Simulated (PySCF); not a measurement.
# [F(H2O)Co(mu-O)2CoF(H2O)]2-: magnetic exchange

What do calculations give for the magnetic exchange of [F(H2O)Co(mu-O)2CoF(H2O)]2-?

Computed with PySCF 2.14.0 and routines of our own; the level stands in each step. Atoms count from 0.

## Step 1: The system as given

12 atoms, charge -2, high-spin multiplicity 7; geometry from: idealised, bond lengths from ionic radii.

The system (edge-sharing dimer): [F(H2O)Co(mu-O)2CoF(H2O)]2-. The metals (Co(II), Co(II)) are 2.52 Å apart; the bridge angle is 87°; the spin sites are atom 0 (3 unpaired) and atom 1 (3 unpaired).

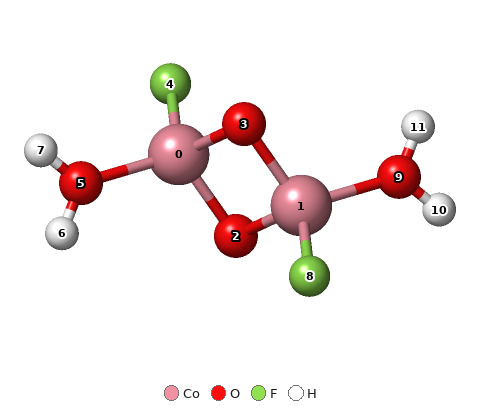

The starting geometry (cobalt pink, oxygen red, fluorine green, hydrogen white); sticks join atoms by distance alone.

## Step 2: Magnetic exchange: B3LYP/def2-SVP H:def2-SV(P) in water

What the job is given:

```
{"job": {"kind": "bs", "xc": "B3LYP", "basis": {"default": "def2-SVP", "H": "def2-SV(P)"}, "grid": 1, "solvent": "water"}, "charge": -2, "high_spin_multiplicity": 7, "spin_sites": [[[0], 3], [[1], 3]]}
Co    -1.258100     0.000000     0.000000
Co     1.258100     0.000000     0.000000
O      0.000000     1.335100     0.000000
O      0.000000    -1.335100     0.000000
F     -2.310900     0.000000     1.569600
O     -2.344300    -0.000000    -1.619500
H     -2.267300     0.589500    -2.383600
H     -3.080500    -0.589500    -1.838200
F      2.310900    -0.000000    -1.569600
O      2.344300     0.000000     1.619500
H      3.080500     0.589500     1.838200
H      2.267300    -0.589500     2.383600
```

Level: B3LYP/def2-SVP H:def2-SV(P) high-spin and broken-symmetry single points, IEF-PCM water.

Command:

```bash
> OMP_NUM_THREADS=1 python exch_run.py task.json out
```

The driver reads the jobs from task.json and runs them one after another.

Log:

```text
high-spin state, multiplicity 7
final grid: 56328 points
cycle   1  E = -3234.3443049857  dE =  3.114e+01  |g| = 5.651e+00  |ddm| = 1.680e+01
cycle   2  E = -3162.0397894423  dE =  7.230e+01  |g| = 1.027e+01  |ddm| = 2.615e+01
cycle   3  E = -3249.3388003945  dE = -8.730e+01  |g| = 5.802e+00  |ddm| = 2.051e+01
cycle   4  E = -3256.0998142632  dE = -6.761e+00  |g| = 4.806e+00  |ddm| = 4.366e+00
cycle   5  E = -3261.1872042273  dE = -5.087e+00  |g| = 3.979e+00  |ddm| = 3.238e+00
cycle   6  E = -3260.8746438350  dE =  3.126e-01  |g| = 4.255e+00  |ddm| = 1.206e+00
cycle   7  E = -3260.7271351455  dE =  1.475e-01  |g| = 4.307e+00  |ddm| = 1.026e-01
cycle   8  E = -3260.9179339127  dE = -1.908e-01  |g| = 4.279e+00  |ddm| = 1.663e-01
cycle   9  E = -3260.8447167218  dE =  7.322e-02  |g| = 4.293e+00  |ddm| = 2.175e-01
cycle  10  E = -3228.1203062073  dE =  3.272e+01  |g| = 5.807e+00  |ddm| = 1.863e+01
[... 15 cycles left out ...]
cycle  26  E = -3268.1094594494  dE = -3.040e-03  |g| = 3.870e-02  |ddm| = 9.731e-02
cycle  27  E = -3268.1126606982  dE = -3.201e-03  |g| = 1.310e-02  |ddm| = 1.872e-01
cycle  28  E = -3268.1134227168  dE = -7.620e-04  |g| = 6.968e-03  |ddm| = 8.773e-02
cycle  29  E = -3268.1136854089  dE = -2.627e-04  |g| = 4.705e-03  |ddm| = 4.225e-02
cycle  30  E = -3268.1139164024  dE = -2.310e-04  |g| = 2.660e-03  |ddm| = 6.285e-02
cycle  31  E = -3268.1139811693  dE = -6.477e-05  |g| = 2.245e-03  |ddm| = 2.221e-02
cycle  32  E = -3268.1140301989  dE = -4.903e-05  |g| = 2.405e-03  |ddm| = 1.862e-02
cycle  33  E = -3268.1140964771  dE = -6.628e-05  |g| = 1.859e-03  |ddm| = 2.973e-02
cycle  34  E = -3268.1141389317  dE = -4.245e-05  |g| = 1.574e-03  |ddm| = 2.420e-02
cycle  35  E = -3268.1141824698  dE = -4.354e-05  |g| = 1.109e-03  |ddm| = 3.394e-02
SCF not converged, last energy = -3268.1141824698
restart with level shift 0.3
final grid: 56328 points
cycle   1  E = -3241.7976926534  dE =  2.369e+01  |g| = 6.022e+00  |ddm| = 1.424e+01
cycle   2  E = -3200.1596970508  dE =  4.164e+01  |g| = 9.928e+00  |ddm| = 2.065e+01
cycle   3  E = -3250.0091966126  dE = -4.985e+01  |g| = 5.798e+00  |ddm| = 1.226e+01
cycle   4  E = -3259.1581272027  dE = -9.149e+00  |g| = 4.499e+00  |ddm| = 4.180e+00
cycle   5  E = -3262.0971860022  dE = -2.939e+00  |g| = 3.660e+00  |ddm| = 1.349e+00
cycle   6  E = -3263.2850236051  dE = -1.188e+00  |g| = 3.443e+00  |ddm| = 8.877e-01
cycle   7  E = -3264.3382470037  dE = -1.053e+00  |g| = 3.113e+00  |ddm| = 4.956e-01
cycle   8  E = -3265.4362356711  dE = -1.098e+00  |g| = 2.647e+00  |ddm| = 4.796e-01
cycle   9  E = -3266.2129927490  dE = -7.768e-01  |g| = 2.255e+00  |ddm| = 5.510e-01
cycle  10  E = -3267.9380350005  dE = -1.725e+00  |g| = 3.657e-01  |ddm| = 1.366e+00
...
cycle  60  E = -3268.1139697658  dE = -3.099e-05  |g| = 2.325e-03  |ddm| = 1.407e-02
cycle  61  E = -3268.1139851639  dE = -1.540e-05  |g| = 1.662e-03  |ddm| = 6.950e-03
cycle  62  E = -3268.1140096667  dE = -2.450e-05  |g| = 1.915e-03  |ddm| = 1.289e-02
cycle  63  E = -3268.1140423626  dE = -3.270e-05  |g| = 2.648e-03  |ddm| = 1.949e-02
cycle  64  E = -3268.1140684238  dE = -2.606e-05  |g| = 2.165e-03  |ddm| = 1.525e-02
cycle  65  E = -3268.1140913016  dE = -2.288e-05  |g| = 2.049e-03  |ddm| = 1.454e-02
cycle  66  E = -3268.1141075146  dE = -1.621e-05  |g| = 1.529e-03  |ddm| = 1.004e-02
cycle  67  E = -3268.1141253704  dE = -1.786e-05  |g| = 1.915e-03  |ddm| = 1.359e-02
cycle  68  E = -3268.1141432128  dE = -1.784e-05  |g| = 1.947e-03  |ddm| = 1.401e-02
cycle  69  E = -3268.1141542120  dE = -1.100e-05  |g| = 1.272e-03  |ddm| = 7.896e-03
cycle  70  E = -3268.1141655319  dE = -1.132e-05  |g| = 1.378e-03  |ddm| = 9.864e-03
SCF not converged, last energy = -3268.1141655319

broken-symmetry state, M_S = 0, start: spins of the second site flipped
final grid: 56328 points
cycle   1  E = -3268.1218711722  dE = -1.624e-02  |g| = 2.721e-02  |ddm| = 2.969e-01
cycle   2  E = -3268.1215393497  dE =  3.318e-04  |g| = 5.494e-02  |ddm| = 8.847e-02
cycle   3  E = -3268.1226756845  dE = -1.136e-03  |g| = 9.401e-03  |ddm| = 4.777e-02
cycle   4  E = -3268.1227543888  dE = -7.870e-05  |g| = 6.745e-03  |ddm| = 1.930e-02
cycle   5  E = -3268.1228089230  dE = -5.453e-05  |g| = 2.677e-03  |ddm| = 1.525e-02
cycle   6  E = -3268.1228575432  dE = -4.862e-05  |g| = 2.342e-03  |ddm| = 1.687e-02
cycle   7  E = -3268.1229067520  dE = -4.921e-05  |g| = 1.817e-03  |ddm| = 2.031e-02
cycle   8  E = -3268.1229587998  dE = -5.205e-05  |g| = 1.657e-03  |ddm| = 2.734e-02
cycle   9  E = -3268.1229783082  dE = -1.951e-05  |g| = 1.349e-03  |ddm| = 1.224e-02
cycle  10  E = -3268.1230063285  dE = -2.802e-05  |g| = 1.017e-03  |ddm| = 2.069e-02
[... 3 cycles left out ...]
cycle  14  E = -3268.1230496016  dE = -4.502e-07  |g| = 1.940e-04  |ddm| = 2.895e-03
cycle  15  E = -3268.1230498727  dE = -2.710e-07  |g| = 1.780e-04  |ddm| = 1.494e-03
cycle  16  E = -3268.1230500534  dE = -1.807e-07  |g| = 1.588e-04  |ddm| = 1.032e-03
cycle  17  E = -3268.1230503451  dE = -2.917e-07  |g| = 1.166e-04  |ddm| = 1.910e-03
cycle  18  E = -3268.1230505143  dE = -1.692e-07  |g| = 1.224e-04  |ddm| = 1.581e-03
cycle  19  E = -3268.1230506135  dE = -9.923e-08  |g| = 6.659e-05  |ddm| = 1.306e-03
cycle  20  E = -3268.1230506548  dE = -4.126e-08  |g| = 5.292e-05  |ddm| = 7.785e-04
cycle  21  E = -3268.1230506765  dE = -2.171e-08  |g| = 4.011e-05  |ddm| = 5.799e-04
cycle  22  E = -3268.1230506873  dE = -1.078e-08  |g| = 3.671e-05  |ddm| = 4.125e-04
cycle  23  E = -3268.1230506941  dE = -6.788e-09  |g| = 2.615e-05  |ddm| = 3.425e-04
converged SCF energy = -3268.1230506941

<S^2> high spin = 12.0102, broken symmetry = 2.8824
E(HS) - E(BS) = 1950.07 cm-1
J_noodleman = -216.67 cm-1
J_unprojected = -162.51 cm-1
J_yamaguchi = -213.64 cm-1
```

Wall time 2.1 min (1 thread of Arm Neoverse V1, shared host); peak memory 0.68 GiB.

Diagnosis: the SCF of the high-spin state did not converge, so J is no result here.

## Step 3: Magnetic exchange: CASSCF and SC-NEVPT2/def2-SVP H:def2-SV(P) (6,6) in water

The job, as its differences from that of step 2:

```diff
@@ -1,2 +1,2 @@
-{"job": {"kind": "bs", "xc": "B3LYP", "basis": {"default": "def2-SVP", "H": "def2-SV(P)"}, "grid": 1, "solvent": "water"}, "charge": -2, "high_spin_multiplicity": 7, "spin_sites": [[[0], 3], [[1], 3]]}
+{"job": {"kind": "cas", "xc": "B3LYP", "basis": {"default": "def2-SVP", "H": "def2-SV(P)"}, "grid": 1, "active": "magnetic", "zfs": false, "npt": 3, "solvent": "water"}, "charge": -2, "high_spin_multiplicity": 7, "spin_sites": [[[0], 3], [[1], 3]]}
 Co    -1.258100     0.000000     0.000000
```

With the program's defaults for keys left out, this is: CASSCF and SC-NEVPT2/def2-SVP H:def2-SV(P) spin states, IEF-PCM water.

Log:

```text
start orbitals: natural orbitals of the high-spin B3LYP determinant (not converged)
active space: 6 electrons in 6 orbitals, 52 closed; orbitals optimised for multiplicities 7 5 3 1
macro   0  E = -3262.7747550492  dE =  0.000e+00  |g| = 1.115e+00
macro   1  E = -3262.9077309690  dE = -1.330e-01  |g| = 3.578e-01
macro   2  E = -3262.9262297350  dE = -1.850e-02  |g| = 3.000e-01
macro   3  E = -3262.9304105141  dE = -4.181e-03  |g| = 6.263e-02
macro   4  E = -3262.9307826956  dE = -3.722e-04  |g| = 2.091e-02
macro   5  E = -3262.9308938381  dE = -1.111e-04  |g| = 1.305e-02
macro   6  E = -3262.9309727446  dE = -7.891e-05  |g| = 1.447e-02
macro   7  E = -3262.9311012552  dE = -1.285e-04  |g| = 1.515e-02
macro   8  E = -3262.9312007809  dE = -9.953e-05  |g| = 1.106e-02
macro   9  E = -3262.9312500051  dE = -4.922e-05  |g| = 6.574e-03
macro  10  E = -3262.9312755973  dE = -2.559e-05  |g| = 5.892e-03
macro  11  E = -3262.9313077654  dE = -3.217e-05  |g| = 8.007e-03
macro  12  E = -3262.9313636087  dE = -5.584e-05  |g| = 1.122e-02
macro  13  E = -3262.9314348755  dE = -7.127e-05  |g| = 1.184e-02
macro  14  E = -3262.9314843591  dE = -4.948e-05  |g| = 7.095e-03
macro  15  E = -3262.9314957129  dE = -1.135e-05  |g| = 3.627e-03
macro  16  E = -3262.9315008620  dE = -5.149e-06  |g| = 2.228e-03
macro  17  E = -3262.9315017845  dE = -9.225e-07  |g| = 1.669e-03
macro  18  E = -3262.9315033171  dE = -1.533e-06  |g| = 2.186e-03
macro  19  E = -3262.9315055220  dE = -2.205e-06  |g| = 1.813e-03
macro  20  E = -3262.9315059566  dE = -4.346e-07  |g| = 8.492e-04
macro  21  E = -3262.9315061404  dE = -1.838e-07  |g| = 4.686e-04
macro  22  E = -3262.9315062598  dE = -1.194e-07  |g| = 6.215e-04
macro  23  E = -3262.9315065198  dE = -2.600e-07  |g| = 9.171e-04
macro  24  E = -3262.9315068938  dE = -3.740e-07  |g| = 1.049e-03
macro  25  E = -3262.9315072670  dE = -3.732e-07  |g| = 7.846e-04
macro  26  E = -3262.9315074409  dE = -1.739e-07  |g| = 3.521e-04
macro  27  E = -3262.9315074833  dE = -4.243e-08  |g| = 1.759e-04
CASSCF converged, mean energy = -3262.9315074833
2S+1 = 7  root 0  E(CAS) = -3262.92995097  E(NEVPT2) = -3264.66325832  occupations 1.000 1.000 1.000 1.000 1.000 1.000
2S+1 = 5  root 0  E(CAS) = -3262.93128196  E(NEVPT2) = -3264.66541973  occupations 1.043 1.036 1.004 0.996 0.964 0.957
2S+1 = 3  root 0  E(CAS) = -3262.93217486  E(NEVPT2) = -3264.66689553  occupations 1.072 1.060 1.006 0.994 0.940 0.928
2S+1 = 1  root 0  E(CAS) = -3262.93262214  occupations 1.086 1.073 1.007 0.993 0.927 0.914
```

Wall time 18 s (1 thread of Arm Neoverse V1, shared host); peak memory 0.63 GiB.

The solvent's field is frozen at that of the high-spin determinant; only differences between these total energies have meaning.

Key values:

| quantity | value |
| --- | --- |
| J (CASSCF) | -49 cm⁻¹ |
| J (NEVPT2) | -79 cm⁻¹ |
| diradical index y0 | 0.99 |

Mulliken spin populations of the high-spin state:

| atom | value (e) |
| --- | --- |
| Co0 | 2.91 |
| Co1 | 2.91 |
| O2 | 0.07 |
| O3 | 0.07 |
| F4 | 0.01 |
| O5 | 0.01 |
| H6 | 0.00 |
| H7 | 0.00 |
| F8 | 0.01 |
| O9 | 0.01 |
| H10 | 0.00 |
| H11 | 0.00 |

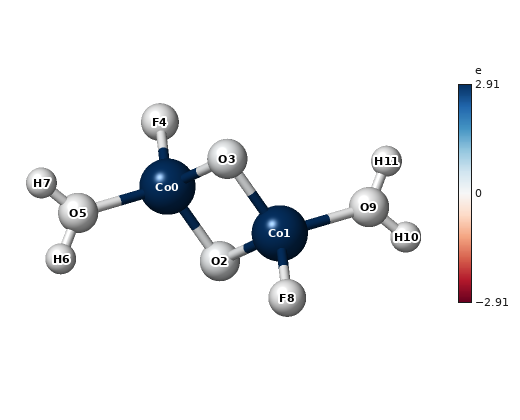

Mulliken spin populations of the high-spin state, as colours on the atoms.

## Step 4: Magnetic exchange: wB97X/def2-SVP H:def2-SV(P) in water

The job, as its differences from that of step 3:

```diff
@@ -1,2 +1,2 @@
-{"job": {"kind": "cas", "xc": "B3LYP", "basis": {"default": "def2-SVP", "H": "def2-SV(P)"}, "grid": 1, "active": "magnetic", "zfs": false, "npt": 3, "solvent": "water"}, "charge": -2, "high_spin_multiplicity": 7, "spin_sites": [[[0], 3], [[1], 3]]}
+{"job": {"kind": "bs", "xc": "wB97X", "basis": {"default": "def2-SVP", "H": "def2-SV(P)"}, "grid": 1, "solvent": "water"}, "charge": -2, "high_spin_multiplicity": 7, "spin_sites": [[[0], 3], [[1], 3]]}
 Co    -1.258100     0.000000     0.000000
```

With the program's defaults for keys left out, this is: wB97X/def2-SVP H:def2-SV(P) high-spin and broken-symmetry single points, IEF-PCM water.

Log:

```text
high-spin state, multiplicity 7
final grid: 56328 points
cycle   1  E = -3239.5987064935  dE =  2.505e+01  |g| = 6.028e+00  |ddm| = 1.701e+01
cycle   2  E = -3188.4013391591  dE =  5.120e+01  |g| = 1.049e+01  |ddm| = 2.406e+01
cycle   3  E = -3251.2676242505  dE = -6.287e+01  |g| = 5.619e+00  |ddm| = 1.799e+01
cycle   4  E = -3259.2853435320  dE = -8.018e+00  |g| = 4.461e+00  |ddm| = 3.864e+00
cycle   5  E = -3264.6574412299  dE = -5.372e+00  |g| = 2.928e+00  |ddm| = 2.799e+00
cycle   6  E = -3265.7899501708  dE = -1.133e+00  |g| = 2.472e+00  |ddm| = 8.423e-01
cycle   7  E = -3266.3940547373  dE = -6.041e-01  |g| = 2.065e+00  |ddm| = 3.275e-01
cycle   8  E = -3267.4795128724  dE = -1.085e+00  |g| = 9.905e-01  |ddm| = 8.875e-01
cycle   9  E = -3267.7697271819  dE = -2.902e-01  |g| = 4.864e-01  |ddm| = 5.306e-01
cycle  10  E = -3267.8670015782  dE = -9.727e-02  |g| = 7.919e-02  |ddm| = 4.469e-01
[... 15 cycles left out ...]
cycle  26  E = -3267.8761898045  dE = -3.709e-04  |g| = 7.352e-03  |ddm| = 3.945e-02
cycle  27  E = -3267.8758013087  dE =  3.885e-04  |g| = 9.604e-03  |ddm| = 1.204e-01
cycle  28  E = -3267.8760922363  dE = -2.909e-04  |g| = 7.727e-03  |ddm| = 2.837e-02
cycle  29  E = -3267.8763155040  dE = -2.233e-04  |g| = 7.341e-03  |ddm| = 3.411e-02
cycle  30  E = -3267.8768348482  dE = -5.193e-04  |g| = 7.192e-03  |ddm| = 5.429e-02
cycle  31  E = -3267.8763236007  dE =  5.112e-04  |g| = 7.234e-03  |ddm| = 7.765e-02
cycle  32  E = -3267.8754941864  dE =  8.294e-04  |g| = 9.345e-03  |ddm| = 1.645e-01
cycle  33  E = -3267.8752852725  dE =  2.089e-04  |g| = 1.228e-02  |ddm| = 1.363e-01
cycle  34  E = -3267.8753933122  dE = -1.080e-04  |g| = 8.241e-03  |ddm| = 1.088e-01
cycle  35  E = -3267.8757788887  dE = -3.856e-04  |g| = 6.937e-03  |ddm| = 7.817e-02
SCF not converged, last energy = -3267.8757788887
restart with level shift 0.3
final grid: 56328 points
cycle   1  E = -3253.7856064498  dE =  1.086e+01  |g| = 5.546e+00  |ddm| = 7.639e+00
cycle   2  E = -3239.5383589003  dE =  1.425e+01  |g| = 6.994e+00  |ddm| = 1.045e+01
cycle   3  E = -3265.1591847811  dE = -2.562e+01  |g| = 2.663e+00  |ddm| = 5.636e+00
cycle   4  E = -3267.1429507608  dE = -1.984e+00  |g| = 1.241e+00  |ddm| = 1.320e+00
cycle   5  E = -3267.5838851350  dE = -4.409e-01  |g| = 7.531e-01  |ddm| = 6.201e-01
cycle   6  E = -3267.8279079567  dE = -2.440e-01  |g| = 1.686e-01  |ddm| = 4.548e-01
cycle   7  E = -3267.8617800701  dE = -3.387e-02  |g| = 1.129e-01  |ddm| = 2.428e-01
cycle   8  E = -3267.8705387207  dE = -8.759e-03  |g| = 1.217e-01  |ddm| = 1.224e-01
cycle   9  E = -3267.8812194985  dE = -1.068e-02  |g| = 7.487e-02  |ddm| = 1.383e-01
cycle  10  E = -3267.8902239258  dE = -9.004e-03  |g| = 4.419e-02  |ddm| = 1.352e-01
...
cycle  60  E = -3267.8777022831  dE =  5.520e-04  |g| = 1.200e-02  |ddm| = 3.561e-02
cycle  61  E = -3267.8773719730  dE =  3.303e-04  |g| = 1.117e-02  |ddm| = 2.695e-02
cycle  62  E = -3267.8772737870  dE =  9.819e-05  |g| = 1.040e-02  |ddm| = 1.772e-02
cycle  63  E = -3267.8775073380  dE = -2.336e-04  |g| = 9.991e-03  |ddm| = 2.027e-02
cycle  64  E = -3267.8775057643  dE =  1.574e-06  |g| = 1.043e-02  |ddm| = 7.180e-03
cycle  65  E = -3267.8774920870  dE =  1.368e-05  |g| = 1.079e-02  |ddm| = 4.911e-03
cycle  66  E = -3267.8775040750  dE = -1.199e-05  |g| = 1.080e-02  |ddm| = 5.821e-03
cycle  67  E = -3267.8775491927  dE = -4.512e-05  |g| = 1.103e-02  |ddm| = 6.865e-03
cycle  68  E = -3267.8773992013  dE =  1.500e-04  |g| = 1.152e-02  |ddm| = 1.153e-02
cycle  69  E = -3267.8776542944  dE = -2.551e-04  |g| = 1.074e-02  |ddm| = 1.816e-02
cycle  70  E = -3267.8778230076  dE = -1.687e-04  |g| = 1.071e-02  |ddm| = 1.470e-02
SCF not converged, last energy = -3267.8778230076

broken-symmetry state, M_S = 0, start: spins of the second site flipped
final grid: 56328 points
cycle   1  E = -3267.8391794588  dE = -2.013e-02  |g| = 6.398e-02  |ddm| = 2.359e-01
cycle   2  E = -3267.8581763637  dE = -1.900e-02  |g| = 8.600e-02  |ddm| = 2.264e-01
cycle   3  E = -3267.8683089317  dE = -1.013e-02  |g| = 7.350e-02  |ddm| = 1.001e-01
cycle   4  E = -3267.8523219463  dE =  1.599e-02  |g| = 8.355e-02  |ddm| = 1.501e-01
cycle   5  E = -3267.8292712103  dE =  2.305e-02  |g| = 4.654e-02  |ddm| = 3.570e-01
cycle   6  E = -3267.8272325923  dE =  2.039e-03  |g| = 2.708e-02  |ddm| = 2.173e-01
cycle   7  E = -3267.8286180512  dE = -1.385e-03  |g| = 1.345e-02  |ddm| = 7.196e-02
cycle   8  E = -3267.8295794291  dE = -9.614e-04  |g| = 1.207e-02  |ddm| = 7.850e-02
cycle   9  E = -3267.8300265991  dE = -4.472e-04  |g| = 1.094e-02  |ddm| = 2.931e-02
cycle  10  E = -3267.8304076823  dE = -3.811e-04  |g| = 1.105e-02  |ddm| = 2.506e-02
[... 15 cycles left out ...]
cycle  26  E = -3267.8273359450  dE =  4.959e-06  |g| = 7.755e-03  |ddm| = 2.506e-02
cycle  27  E = -3267.8272406905  dE =  9.525e-05  |g| = 7.139e-03  |ddm| = 1.440e-02
cycle  28  E = -3267.8272740898  dE = -3.340e-05  |g| = 6.619e-03  |ddm| = 2.558e-02
cycle  29  E = -3267.8273543782  dE = -8.029e-05  |g| = 7.309e-03  |ddm| = 1.417e-02
cycle  30  E = -3267.8271856807  dE =  1.687e-04  |g| = 5.682e-03  |ddm| = 3.013e-02
cycle  31  E = -3267.8272639811  dE = -7.830e-05  |g| = 6.917e-03  |ddm| = 3.620e-02
cycle  32  E = -3267.8271925830  dE =  7.140e-05  |g| = 4.920e-03  |ddm| = 6.012e-02
cycle  33  E = -3267.8272136210  dE = -2.104e-05  |g| = 4.619e-03  |ddm| = 2.338e-02
cycle  34  E = -3267.8272933969  dE = -7.978e-05  |g| = 4.371e-03  |ddm| = 4.777e-02
cycle  35  E = -3267.8274392426  dE = -1.458e-04  |g| = 4.097e-03  |ddm| = 4.059e-02
SCF not converged, last energy = -3267.8274392426
restart with level shift 0.3
final grid: 56328 points
cycle   1  E = -3267.8313891689  dE = -1.234e-02  |g| = 5.691e-02  |ddm| = 1.303e-01
cycle   2  E = -3267.8393465479  dE = -7.957e-03  |g| = 5.356e-02  |ddm| = 1.070e-01
cycle   3  E = -3267.8464446941  dE = -7.098e-03  |g| = 5.568e-02  |ddm| = 8.658e-02
cycle   4  E = -3267.8497129026  dE = -3.268e-03  |g| = 6.089e-02  |ddm| = 3.985e-02
cycle   5  E = -3267.8513430863  dE = -1.630e-03  |g| = 6.960e-02  |ddm| = 2.417e-02
cycle   6  E = -3267.8513139741  dE =  2.911e-05  |g| = 6.851e-02  |ddm| = 5.386e-03
cycle   7  E = -3267.8475783137  dE =  3.736e-03  |g| = 6.383e-02  |ddm| = 4.429e-02
cycle   8  E = -3267.8401296099  dE =  7.449e-03  |g| = 5.534e-02  |ddm| = 9.936e-02
cycle   9  E = -3267.8314816149  dE =  8.648e-03  |g| = 4.988e-02  |ddm| = 1.648e-01
cycle  10  E = -3267.8288939961  dE =  2.588e-03  |g| = 3.846e-02  |ddm| = 1.097e-01
...
cycle  60  E = -3267.8277496601  dE = -4.861e-06  |g| = 5.498e-03  |ddm| = 9.383e-04
cycle  61  E = -3267.8277834978  dE = -3.384e-05  |g| = 5.516e-03  |ddm| = 7.212e-03
cycle  62  E = -3267.8278240978  dE = -4.060e-05  |g| = 5.393e-03  |ddm| = 1.129e-02
cycle  63  E = -3267.8278343520  dE = -1.025e-05  |g| = 5.338e-03  |ddm| = 4.234e-03
cycle  64  E = -3267.8278476935  dE = -1.334e-05  |g| = 5.315e-03  |ddm| = 4.072e-03
cycle  65  E = -3267.8278769548  dE = -2.926e-05  |g| = 5.263e-03  |ddm| = 5.228e-03
cycle  66  E = -3267.8279119069  dE = -3.495e-05  |g| = 5.287e-03  |ddm| = 5.246e-03
cycle  67  E = -3267.8278201118  dE =  9.180e-05  |g| = 5.561e-03  |ddm| = 1.323e-02
cycle  68  E = -3267.8279475874  dE = -1.275e-04  |g| = 5.255e-03  |ddm| = 1.800e-02
cycle  69  E = -3267.8279314718  dE =  1.612e-05  |g| = 5.488e-03  |ddm| = 4.457e-03
cycle  70  E = -3267.8277900676  dE =  1.414e-04  |g| = 5.655e-03  |ddm| = 1.994e-02
SCF not converged, last energy = -3267.8277900676

<S^2> high spin = 12.0791, broken symmetry = 2.9462
E(HS) - E(BS) = -10980.96 cm-1
J_noodleman = 1220.11 cm-1
J_unprojected = 915.08 cm-1
J_yamaguchi = 1202.35 cm-1
```

Wall time 4.2 min (1 thread of Arm Neoverse V1, shared host); peak memory 0.81 GiB.

Diagnosis: the SCF of the high-spin and the broken-symmetry state did not converge, so J is no result here.

## Step 5: Outcome

| quantity | value |
| --- | --- |
| J (CASSCF) (step 3, CASSCF and SC-NEVPT2/def2-SVP H:def2-SV(P) (6,6) in water) | -49 cm⁻¹ |
| J (NEVPT2) (step 3, CASSCF and SC-NEVPT2/def2-SVP H:def2-SV(P) (6,6) in water) | -79 cm⁻¹ |
| diradical index y0 (step 3, CASSCF and SC-NEVPT2/def2-SVP H:def2-SV(P) (6,6) in water) | 0.99 |
| runs | 2 failed, 0 ended on unsound input |

What this shows: J = -79 cm⁻¹ at CASSCF and SC-NEVPT2/def2-SVP H:def2-SV(P) (6,6) in water (H = −2J S1·S2), so the coupling is antiferromagnetic.
